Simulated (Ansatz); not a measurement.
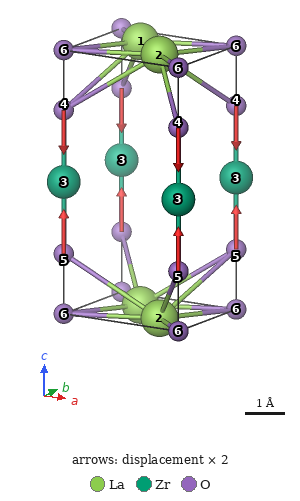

A relaxation of a crystal of La$_{2}$ZrO$_{3}$ (a generated structure, set up in P6/mmm) (coarse preliminary run). The starting structure is drawn; red arrows show the displacements (the part carried along by the change of the cell is left out), 2 times their true length.

The picture is a ball-and-stick view of the cell of the calculation, seen slightly off an axis.

These are results of DFT PBE, scalar-relativistic, plane waves, PAW (Ansatz), not measurements.

Input file:
```yaml
crystal:
  lattice:
    - [4.5744565, 0.0, 0.0]
    - [-2.28722825, 3.96159554, 0.0]
    - [0.0, 0.0, 6.92882226]
  atoms:
    - { symbol: La, position: [0.33333333, 0.66666667, 0.0] }
    - { symbol: La, position: [0.66666667, 0.33333333, 0.0] }
    - { symbol: Zr, position: [0.0, 0.0, 0.5] }
    - { symbol: O, position: [0.0, 0.0, 0.77240437] }
    - { symbol: O, position: [0.0, 0.0, 0.22759563] }
    - { symbol: O, position: [0.0, 0.0, 0.0] }
basis:
  ecutwfc: 420
kpoints:
  mp_grid: { grid: [6, 6, 4] }
hamiltonian:
  xc: pbe
scf:
  occupations: { method: gaussian, width: 0.1 }
  lower_state_search: "off"
output:
  forces: true
  stress: true
  eigenvalues: true
relax:
  adjacent_minimum: "off"
  f_tol: 0.04
  max_steps: 70
  cell: { stress_tol: 0.4 }
```

Launched with:
```bash
ansatz run input.yaml --threads 1 --pin off --max-ram 2560MiB --backend cpu --events-out ev --progress --plain --runs-dir out
```

### Which element moves most?

Oxygen: up to 0.59 Å, against 0.00 Å for lanthanum.

### Describe the change and its energy.

The largest moves relative to the cell, 0.59 Å, are those of O4 and O5. O4 goes along −c. La and Zr stay in place. Cell: a = b 4.574 → 4.719 Å (+3.2 %), c 6.929 → 9.180 Å (+32.5 %). Volume +41.0 %. Some distances before and after: O4–O6 1.577 → 2.683 Å, La1–O4 3.076 → 3.823 Å, La1–La2 2.641 → 2.724 Å, La1–O6 2.641 → 2.724 Å. The space group stays P6/mmm (No. 191). After 11 accepted moves (14 points after the start) the energy has fallen by 474 meV per atom. Largest force component: 3.2 eV/Å at the start, 0.0025 eV/Å at the end. The pressure goes from 18.70 to 0.00 GPa. At 3 points the geometry stayed and the basis and grid were re-selected for the new cell (energy shift of 64.3 meV per atom at most each time).
